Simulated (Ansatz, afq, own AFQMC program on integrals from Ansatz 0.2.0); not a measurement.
# Si₂ (triplet): quantum Monte Carlo beside coupled cluster at distance Si1–Si2 = 2.540 Å, 6-31G

How near does AFQMC come to the top of the ladder for Si₂ (triplet)?

Method: 6-31G, frozen cores; program: Ansatz 0.2.0, Gaussian basis, and an in-house AFQMC program (afq) on its integrals; all values are calculated.

Plan: Full CI; PBE (unrestricted); r2SCAN (unrestricted); PBE0 (unrestricted); B3LYP (unrestricted); wB97M-V (unrestricted); B2PLYP (unrestricted); CCSD(T) on UHF; Full CI in the symmetry of the determinant; Full CI; Full CI (quintet); CCSDT(Q) on UHF; CCSDTQ on UHF; Phaseless AFQMC, CISD trial on UHF; Phaseless AFQMC, single-determinant trial on UHF; Free-projection AFQMC, CISD trial on UHF; Free-projection AFQMC, CISD trial on UHF.

3 further runs of the same task are left out: 3 that didn't finish.

**1. What is computed**

The geometry derives from a PBE0/def2-TZVP stationary point (not a proven minimum). One bond is set to the value named and the two fragments are kept rigid.

2 atoms, charge 0, spin multiplicity 3.

Atoms are counted from 1 here; the program's logs count them from 0.

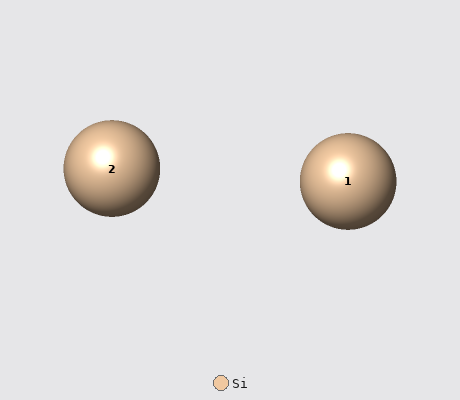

The structure; silicon light orange; atoms are numbered from 1 in the order of the file.

**2. Full CI**

Contents of in.yaml:

```yaml
crystal:
  periodic: [false, false, false]
  atoms:
    - {symbol: Si, position_ang: [0.000000, 0.000000, 0.000000]}
    - {symbol: Si, position_ang: [0.000000, 0.000000, 2.540000]}
basis:
  gaussian: {orbitals: 6-31G}
magnetization: {spin_polarized: false, initial_magnetization: 2}
correlation: {method: fci, electrons: outside_noble_gas}
```

On the command line:

```bash
$ ansatz run in.yaml --threads 1 --pin off --events-out ev --progress --plain --max-ram 24576MiB --backend cuda --devices 0, --max-vram 18GiB
```

What it wrote, shortened:

```text
Functional definition: HF
  name "HF"
  cite "Fock, Z. Phys. 61, 126 (1930) doi:10.1007/BF01340294"
  parent pbe
[...]
497 factors; integrals over basis functions are off by at most 4.6e-8 eV
[...]
mean field -15719.35442051 eV, -577.6756199927 hartree, gradient 2.8e-6 eV, S^2 2.000000; 16 other end points of the search recorded, 0 dependent functions left out
[...]
determinant -15719.28718310 eV, -577.6731490634 hartree, with singles and doubles -15721.95579214 eV, -577.7712186368 hartree
determinant -15718.60618970 eV, -577.6481230177 hartree, with singles and doubles -15721.86266911 eV, -577.7677964285 hartree
determinant -15718.31087162 eV, -577.6372702782 hartree, with singles and doubles -15720.29397211 eV, -577.7101478769 hartree
determinant -15719.28718310 eV, -577.6731490634 hartree, with singles and doubles -15721.95575347 eV, -577.7712172155 hartree
determinant -15718.60618970 eV, -577.6481230177 hartree, with singles and doubles -15721.86349131 eV, -577.7678266439 hartree
unrestricted determinant -15719.50170496 eV, -577.6810325965 hartree, S^2 2.7964
10 core orbitals not correlated: weight in the atoms' cores, before any rotation towards them, 1.000 or more for the frozen orbitals, at most 0.000 for the correlated occupied ones
reference -15719.28718310 eV, -577.6731490634 hartree; 5, 3 occupied and 11, 13 virtual orbitals, 497 factors
state -15722.12025924 eV, -577.7772626911 hartree
Total energy: -15722.12025924 eV, -577.7772626911 hartree
```

Run time: 7.5 s. Hardware: 1 × NVIDIA H100 80GB HBM3 with 1 thread of AMD EPYC 7R13 (Zen 3), shared host; peak host memory 1.5 GiB.

From the report: 413,952 determinants, symmetry B3u.

**3. PBE (unrestricted)**

Contents of in.yaml:

```yaml
crystal:
  periodic: [false, false, false]
  atoms:
    - {symbol: Si, position_ang: [0.000000, 0.000000, 0.000000]}
    - {symbol: Si, position_ang: [0.000000, 0.000000, 2.540000]}
basis:
  gaussian: {orbitals: 6-31G}
magnetization: {spin_polarized: true, initial_magnetization: 2}
hamiltonian: {xc: {name: PBE}}
output: {orbitals: {seedname: orbitals}}
```

On the command line:

```bash
$ ansatz run in.yaml --threads 1 --pin off --events-out ev --progress --plain --max-ram 8192MiB --backend cpu
```

What it wrote:

```text
Functional definition: PBE
  name "PBE"
  cite "Perdew, Burke & Ernzerhof, Phys. Rev. Lett. 77, 3865 (1996) doi:10.1103/PhysRevLett.77.3865"
  parent pbe
  parameter kappa = 0.804
  parameter beta = 0.06672455060314922
  exchange = pbe_x(kappa = kappa, mu = beta*pi^2/3)
  correlation = pbe_c(beta = beta)
280 factors; integrals over basis functions are off by at most 2.1e-4 eV
mean field evaluation 1: about -15741.7770 eV, gradient 3.2e0 eV
mean field evaluation 2: about -15741.8970 eV, gradient 1.6e0 eV
mean field evaluation 4: about -15741.9229 eV, gradient 1.0e-1 eV
mean field evaluation 8: about -15741.9229 eV, gradient 5.2e-3 eV
mean field evaluation 16: about -15738.5189 eV, gradient 3.0e0 eV
mean field evaluation 32: about -15739.0320 eV, gradient 3.0e0 eV
mean field -15741.92285034 eV, -578.5049944916 hartree, gradient 8.6e-6 eV, S^2 2.001677; 5 other end points of the search recorded, 0 dependent functions left out
reference -15741.92287579 eV, -578.5049954266 hartree; 15, 13 occupied and 11, 13 virtual orbitals, 280 factors
Total energy: -15741.92287579 eV, -578.5049954266 hartree
```

Run time: 0.85 s. Hardware: 1 thread of AMD EPYC 7R13 (Zen 3), shared host; peak memory 1.5 GiB.

From the report: ⟨S²⟩ of the determinant 2.002 (pure triplet: 2.00).

**4. r2SCAN (unrestricted)**

in.yaml, as its differences from that of step 3:

```diff
@@ -8,3 +8,2 @@
 magnetization: {spin_polarized: true, initial_magnetization: 2}
-hamiltonian: {xc: {name: PBE}}
-output: {orbitals: {seedname: orbitals}}
+hamiltonian: {xc: {name: r2SCAN}}
```

Same command.

What it wrote, shortened:

```text
Functional definition: r2SCAN
  name "r2SCAN"
  cite "Furness, Kaplan, Ning, Perdew & Sun, J. Phys. Chem. Lett. 11, 8208 (2020) doi:10.1021/acs.jpclett.0c02405"
  cite "Furness, Kaplan, Ning, Perdew & Sun, J. Phys. Chem. Lett. 11, 9248 (2020) doi:10.1021/acs.jpclett.0c03077"
  parent r2scan
[...]
280 factors; integrals over basis functions are off by at most 2.1e-4 eV
[...]
mean field -15748.16291510 eV, -578.7343126415 hartree, gradient 4.2e-7 eV, S^2 2.003351; 6 other end points of the search recorded, 0 dependent functions left out
reference -15748.16292533 eV, -578.7343130178 hartree; 15, 13 occupied and 11, 13 virtual orbitals, 280 factors
Total energy: -15748.16292533 eV, -578.7343130178 hartree
```

Run time: 2.7 s. Hardware: 1 thread of AMD EPYC 7R13 (Zen 3), shared host; peak memory 1.5 GiB.

From the report: ⟨S²⟩ of the determinant 2.003 (pure triplet: 2.00).

**5. PBE0 (unrestricted)**

in.yaml, as its differences from that of step 4:

```diff
@@ -8,2 +8,3 @@
 magnetization: {spin_polarized: true, initial_magnetization: 2}
-hamiltonian: {xc: {name: r2SCAN}}
+hamiltonian: {xc: {name: PBE0}}
+output: {orbitals: {seedname: orbitals}}
```

Same command.

What it wrote:

```text
Functional definition: PBE0
  name "PBE0"
  cite "Adamo & Barone, J. Chem. Phys. 110, 6158 (1999) doi:10.1063/1.478522"
  cite "Perdew, Burke & Ernzerhof, Phys. Rev. Lett. 77, 3865 (1996) doi:10.1103/PhysRevLett.77.3865"
  parent pbe
  parameter a = 0.25
  parameter kappa = 0.804
  parameter beta = 0.06672455060314922
  exchange = (1 - a)*pbe_x(kappa = kappa, mu = beta*pi^2/3) + a*exact_x
  correlation = pbe_c(beta = beta)
280 factors; integrals over basis functions are off by at most 2.1e-4 eV
mean field evaluation 1: about -15742.9845 eV, gradient 2.2e0 eV
mean field evaluation 2: about -15743.0440 eV, gradient 6.6e-1 eV
mean field evaluation 4: about -15743.0486 eV, gradient 8.5e-2 eV
mean field evaluation 8: about -15743.0487 eV, gradient 1.0e-3 eV
mean field evaluation 16: about -15742.9405 eV, gradient 8.9e-1 eV
mean field -15743.04870499 eV, -578.5463688867 hartree, gradient 1.8e-5 eV, S^2 2.001881; 3 other end points of the search recorded, 0 dependent functions left out
reference -15743.04872436 eV, -578.5463695985 hartree; 15, 13 occupied and 11, 13 virtual orbitals, 280 factors
Total energy: -15743.04872436 eV, -578.5463695985 hartree
```

It took 0.6 s on 1 thread of AMD EPYC 7R13 (Zen 3), shared host; peak memory 1.5 GiB.

From the report: ⟨S²⟩ of the determinant 2.002 (pure triplet: 2.00).

**6. B3LYP (unrestricted)**

in.yaml, as its differences from that of step 5:

```diff
@@ -8,3 +8,2 @@
 magnetization: {spin_polarized: true, initial_magnetization: 2}
-hamiltonian: {xc: {name: PBE0}}
-output: {orbitals: {seedname: orbitals}}
+hamiltonian: {xc: {name: B3LYP}}
```

Same command.

What it wrote, shortened:

```text
Functional definition: B3LYP
  name "B3LYP"
  cite "Stephens, Devlin, Chabalowski & Frisch, J. Phys. Chem. 98, 11623 (1994) doi:10.1021/j100096a001"
  cite "Becke, Phys. Rev. A 38, 3098 (1988) doi:10.1103/PhysRevA.38.3098"
  cite "Lee, Yang & Parr, Phys. Rev. B 37, 785 (1988) doi:10.1103/PhysRevB.37.785"
  cite "Vosko, Wilk & Nusair, Can. J. Phys. 58, 1200 (1980) doi:10.1139/p80-159"
[...]
280 factors; integrals over basis functions are off by at most 2.1e-4 eV
[...]
mean field -15750.76062095 eV, -578.8297765710 hartree, gradient 1.3e-5 eV, S^2 2.001231; 7 other end points of the search recorded, 0 dependent functions left out
reference -15750.76079297 eV, -578.8297828924 hartree; 15, 13 occupied and 11, 13 virtual orbitals, 280 factors
Total energy: -15750.76079297 eV, -578.8297828924 hartree
```

Run time: 1.2 s. Hardware: 1 thread of AMD EPYC 7R13 (Zen 3), shared host; peak memory 1.5 GiB.

From the report: ⟨S²⟩ of the determinant 2.001 (pure triplet: 2.00).

**7. wB97M-V (unrestricted)**

in.yaml, as its differences from that of step 6:

```diff
@@ -8,2 +8,3 @@
 magnetization: {spin_polarized: true, initial_magnetization: 2}
-hamiltonian: {xc: {name: B3LYP}}
+hamiltonian: {xc: {name: wB97M-V}}
+output: {orbitals: {seedname: orbitals}}
```

Launched as before.

What it wrote, shortened:

```text
Functional definition: wB97M-V
  name "wB97M-V"
  cite "Mardirossian & Head-Gordon, J. Chem. Phys. 144, 214110 (2016) doi:10.1063/1.4952647"
  cite "Becke, J. Chem. Phys. 107, 8554 (1997) doi:10.1063/1.475007"
  cite "Vydrov & Van Voorhis, J. Chem. Phys. 133, 244103 (2010) doi:10.1063/1.3521275"
  # Of w^i u^j: cxij and so on, Table III.
[...]
  gx(w, u) = 1 - cx + cx01*u + cx10*w
  gss(w, u) = css00 + css04*u^4 + css10*w + css20*w^2 + css43*w^4*u^3
  gos(w, u) = cos00 + cos10*w + (cos20 + cos21*u)*w^2 + (cos60 + cos61*u)*w^6
[...]
      + integral(e_c_pw_mod_opposite_spin*gos(b97_w_opposite, b97_u_opposite)) + vv10(b, c)
280 factors; integrals over basis functions are off by at most 2.1e-4 eV
128 factors; integrals over basis functions are off by at most 2.8e-6 eV
[...]
mean field -15748.55142278 eV, -578.7485900355 hartree, gradient 9.2e-6 eV, S^2 2.000695; 3 other end points of the search recorded, 0 dependent functions left out
reference -15748.55145173 eV, -578.7485910996 hartree; 15, 13 occupied and 11, 13 virtual orbitals, 280 factors
Total energy: -15748.55145173 eV, -578.7485910996 hartree
```

Wall time 2 s (1 thread of AMD EPYC 7R13 (Zen 3), shared host); peak memory 1.5 GiB.

From the report: ⟨S²⟩ of the determinant 2.001 (pure triplet: 2.00).

**8. B2PLYP (unrestricted)**

in.yaml, as its differences from that of step 7:

```diff
@@ -8,3 +8,3 @@
 magnetization: {spin_polarized: true, initial_magnetization: 2}
-hamiltonian: {xc: {name: wB97M-V}}
-output: {orbitals: {seedname: orbitals}}
+hamiltonian: {xc: {name: B2PLYP}}
+correlation: {electrons: outside_noble_gas}
```

Same command.

What it wrote, shortened:

```text
Functional definition: B2PLYP
  name "B2PLYP"
  cite "Grimme, J. Chem. Phys. 124, 034108 (2006) doi:10.1063/1.2148954"
  cite "Becke, Phys. Rev. A 38, 3098 (1988) doi:10.1103/PhysRevA.38.3098"
  cite "Lee, Yang & Parr, Phys. Rev. B 37, 785 (1988) doi:10.1103/PhysRevB.37.785"
[...]
280 factors; integrals over basis functions are off by at most 2.1e-4 eV
[...]
mean field -15741.45196743 eV, -578.4876898636 hartree, gradient 4.7e-6 eV, S^2 2.001911; 6 other end points of the search recorded, 0 dependent functions left out
10 core orbitals not correlated: weight in the atoms' cores, before any rotation towards them, 1.000 or more for the frozen orbitals, at most 0.000 for the correlated occupied ones
reference -15741.45207992 eV, -578.4876939976 hartree; 5, 3 occupied and 11, 13 virtual orbitals, 280 factors
second order -3.03691842 eV of doubles, -0.00000000 eV of singles
Total energy: -15742.27204789 eV, -578.5178272648 hartree
```

Run time: 0.91 s. Hardware: 1 thread of AMD EPYC 7R13 (Zen 3), shared host; peak memory 1.5 GiB.

From the report: ⟨S²⟩ of the determinant 2.002 (pure triplet: 2.00).

**9. CCSD(T) on UHF**

in.yaml, as its differences from that of step 8:

```diff
@@ -8,3 +8,2 @@
 magnetization: {spin_polarized: true, initial_magnetization: 2}
-hamiltonian: {xc: {name: B2PLYP}}
-correlation: {electrons: outside_noble_gas}
+correlation: {method: ccsd_t, electrons: outside_noble_gas, hamiltonian_folder: ham}
```

On the command line:

```bash
$ ansatz run in.yaml --threads 1 --pin off --events-out ev --progress --plain --max-ram 24576MiB --backend cuda --devices 0, --max-vram 18GiB
```

What it wrote, shortened:

```text
Functional definition: HF
  name "HF"
  cite "Fock, Z. Phys. 61, 126 (1930) doi:10.1007/BF01340294"
  parent pbe
[...]
280 factors; integrals over basis functions are off by at most 2.1e-4 eV
[...]
mean field -15719.50160893 eV, -577.6810290673 hartree, gradient 2.2e-6 eV, S^2 2.796429; 39 other end points of the search recorded, 0 dependent functions left out
determinant -15719.50160893 eV, -577.6810290673 hartree, with singles and doubles -15721.81282619 eV, -577.7659647351 hartree
determinant -15719.38367522 eV, -577.6766950835 hartree, with singles and doubles -15721.95003549 eV, -577.7710070836 hartree
determinant -15719.38075393 eV, -577.6765877281 hartree, with singles and doubles -15721.95978491 eV, -577.7713653684 hartree
determinant -15719.31636805 eV, -577.6742215905 hartree, with singles and doubles -15721.95602219 eV, -577.7712270908 hartree
[...]
determinant -15719.38367522 eV, -577.6766950835 hartree, with singles and doubles -15721.95756343 eV, -577.7712837304 hartree
determinant -15719.38075393 eV, -577.6765877281 hartree, with singles and doubles -15721.95950443 eV, -577.7713550607 hartree
determinant -15719.31636805 eV, -577.6742215905 hartree, with singles and doubles -15721.95598490 eV, -577.7712257207 hartree
determinant -15719.27947758 eV, -577.6728658907 hartree, with singles and doubles -15721.91454371 eV, -577.7697027850 hartree
10 core orbitals not correlated: weight in the atoms' cores, before any rotation towards them, 1.000 or more for the frozen orbitals, at most 0.000 for the correlated occupied ones
reference -15719.31636805 eV, -577.6742215905 hartree; 5, 3 occupied and 11, 13 virtual orbitals, 280 factors
second order -2.14961913 eV of doubles, -0.00000000 eV of singles
cycle   1  -2.63961706 eV  change   -2.1e-7 eV  update   8.5e-7
perturbative correction -0.10013459 eV, -0.0036798785 hartree
Total energy: -15722.05611971 eV, -577.7749056068 hartree
```

It took 12 s on 1 × NVIDIA H100 80GB HBM3 with 1 thread of AMD EPYC 7R13 (Zen 3), shared host; peak host memory 1.5 GiB.

From the report: ⟨S²⟩ of the determinant 2.004 (pure triplet: 2.00); correlation -2.7398 eV; T1 0.015; largest double amplitude 0.14.

This run also writes the integrals to the folder ham.

**10. Full CI in the symmetry of the determinant**

Contents of in.yaml:

```yaml
crystal:
  periodic: [false, false, false]
  atoms:
    - {symbol: Si, position_ang: [0.000000, 0.000000, 0.000000]}
    - {symbol: Si, position_ang: [0.000000, 0.000000, 2.540000]}
basis:
  gaussian: {orbitals: 6-31G, occupation: {up: {"Ag": 5, "B1u": 4, "B2g": 1, "B2u": 2, "B3g": 1, "B3u": 2}, down: {"Ag": 5, "B1u": 4, "B2g": 1, "B2u": 1, "B3g": 1, "B3u": 1}}}
magnetization: {spin_polarized: false, initial_magnetization: 2}
correlation: {method: fci, electrons: outside_noble_gas}
```

Launched as before.

What it wrote, shortened:

```text
Functional definition: HF
  name "HF"
  cite "Fock, Z. Phys. 61, 126 (1930) doi:10.1007/BF01340294"
  parent pbe
[...]
497 factors; integrals over basis functions are off by at most 4.6e-8 eV
[...]
mean field -15719.28718310 eV, -577.6731490634 hartree, gradient 2.0e-6 eV, S^2 2.000000; 0 other end points of the search recorded, 0 dependent functions left out
[...]
unrestricted determinant -15719.50170496 eV, -577.6810325965 hartree, S^2 2.7964
10 core orbitals not correlated: weight in the atoms' cores, before any rotation towards them, 1.000 or more for the frozen orbitals, at most 0.000 for the correlated occupied ones
reference -15719.28718310 eV, -577.6731490634 hartree; 5, 3 occupied and 11, 13 virtual orbitals, 497 factors
state -15722.11357138 eV, -577.7770169168 hartree
Total energy: -15722.11357138 eV, -577.7770169168 hartree
```

Wall time 3.7 s (1 × NVIDIA H100 80GB HBM3 with 1 thread of AMD EPYC 7R13 (Zen 3), shared host); peak host memory 1.5 GiB.

From the report: 413,824 determinants, symmetry B1g.

**11. Full CI**

Contents of in.yaml:

```yaml
hamiltonian:
  integrals:
    folder: ../ham
correlation: {method: fci}
```

The command is unchanged.

What it wrote:

```text
Functional definition: HF
  name "HF"
  cite "Fock, Z. Phys. 61, 126 (1930) doi:10.1007/BF01340294"
  parent pbe
  exchange = exact_x
  correlation = 0
reference -15719.31636805 eV, -577.6742215905 hartree; 5, 3 occupied and 11, 13 virtual orbitals, 280 factors
state -15722.12002046 eV, -577.7772539161 hartree
Total energy: -15722.12002046 eV, -577.7772539161 hartree
```

It took 8 s on 1 × NVIDIA H100 80GB HBM3 with 1 thread of AMD EPYC 7R13 (Zen 3), shared host; peak host memory 1.5 GiB.

From the report: 305,760 determinants.

**12. Full CI (quintet)**

Contents of in.yaml:

```yaml
crystal:
  periodic: [false, false, false]
  atoms:
    - {symbol: Si, position_ang: [0.000000, 0.000000, 0.000000]}
    - {symbol: Si, position_ang: [0.000000, 0.000000, 2.540000]}
basis:
  gaussian: {orbitals: 6-31G}
magnetization: {spin_polarized: false, initial_magnetization: 4}
correlation: {method: fci, electrons: outside_noble_gas}
```

Same command.

What it wrote, shortened:

```text
Functional definition: HF
  name "HF"
  cite "Fock, Z. Phys. 61, 126 (1930) doi:10.1007/BF01340294"
  parent pbe
[...]
497 factors; integrals over basis functions are off by at most 4.6e-8 eV
[...]
mean field -15719.30014941 eV, -577.6736255664 hartree, gradient 4.7e-7 eV, S^2 6.000000; 6 other end points of the search recorded, 0 dependent functions left out
[...]
10 core orbitals not correlated: weight in the atoms' cores, before any rotation towards them, 1.000 or more for the frozen orbitals, at most 0.000 for the correlated occupied ones
reference -15719.30014941 eV, -577.6736255664 hartree; 6, 2 occupied and 10, 14 virtual orbitals, 497 factors
state -15721.35047496 eV, -577.7489736407 hartree
Total energy: -15721.35047496 eV, -577.7489736407 hartree
```

Wall time 3.6 s (1 × NVIDIA H100 80GB HBM3 with 1 thread of AMD EPYC 7R13 (Zen 3), shared host); peak host memory 1.5 GiB.

From the report: 120,064 determinants, symmetry B3g.

**13. CCSDT(Q) on UHF**

Contents of in.yaml:

```yaml
crystal:
  periodic: [false, false, false]
  atoms:
    - {symbol: Si, position_ang: [0.000000, 0.000000, 0.000000]}
    - {symbol: Si, position_ang: [0.000000, 0.000000, 2.540000]}
basis:
  gaussian: {orbitals: 6-31G}
magnetization: {spin_polarized: true, initial_magnetization: 2}
correlation: {method: ccsdt_q, electrons: outside_noble_gas}
```

Same command.

What it wrote, shortened:

```text
Functional definition: HF
  name "HF"
  cite "Fock, Z. Phys. 61, 126 (1930) doi:10.1007/BF01340294"
  parent pbe
[...]
497 factors; integrals over basis functions are off by at most 4.6e-8 eV
[...]
mean field -15719.50170498 eV, -577.6810325971 hartree, gradient 3.7e-6 eV, S^2 2.796417; 41 other end points of the search recorded, 0 dependent functions left out
determinant -15719.50170498 eV, -577.6810325971 hartree, with singles and doubles -15721.81292379 eV, -577.7659683216 hartree
determinant -15719.38376238 eV, -577.6766982863 hartree, with singles and doubles -15721.95010718 eV, -577.7710097185 hartree
determinant -15719.38083984 eV, -577.6765908851 hartree, with singles and doubles -15721.95985871 eV, -577.7713680806 hartree
determinant -15719.31647115 eV, -577.6742253795 hartree, with singles and doubles -15721.95609507 eV, -577.7712297691 hartree
[...]
determinant -15719.38083984 eV, -577.6765908851 hartree, with singles and doubles -15721.95957826 eV, -577.7713577743 hartree
determinant -15719.31647115 eV, -577.6742253795 hartree, with singles and doubles -15721.95605784 eV, -577.7712284011 hartree
determinant -15719.27958401 eV, -577.6728698021 hartree, with singles and doubles -15721.91463257 eV, -577.7697060505 hartree
10 core orbitals not correlated: weight in the atoms' cores, before any rotation towards them, 1.000 or more for the frozen orbitals, at most 0.000 for the correlated occupied ones
reference -15719.31647115 eV, -577.6742253795 hartree; 5, 3 occupied and 11, 13 virtual orbitals, 497 factors
second order -2.14965358 eV of doubles, -0.00000000 eV of singles
cycle   1  -2.46884876 eV  change   -3.2e-1 eV  update   7.9e-2
[...]
cycle  15  -2.76693655 eV  change    6.1e-7 eV  update   5.4e-7
perturbative correction -0.02127926 eV, -0.0007819984 hartree
Total energy: -15722.10468697 eV, -577.7766904207 hartree
```

Run time: 16 s. Hardware: 1 × NVIDIA H100 80GB HBM3 with 1 thread of AMD EPYC 7R13 (Zen 3), shared host; peak host memory 1.5 GiB.

From the report: ⟨S²⟩ of the determinant 2.004 (pure triplet: 2.00); correlation -2.7882 eV; T1 0.014; largest double amplitude 0.16.

[end of part 1 of 2]
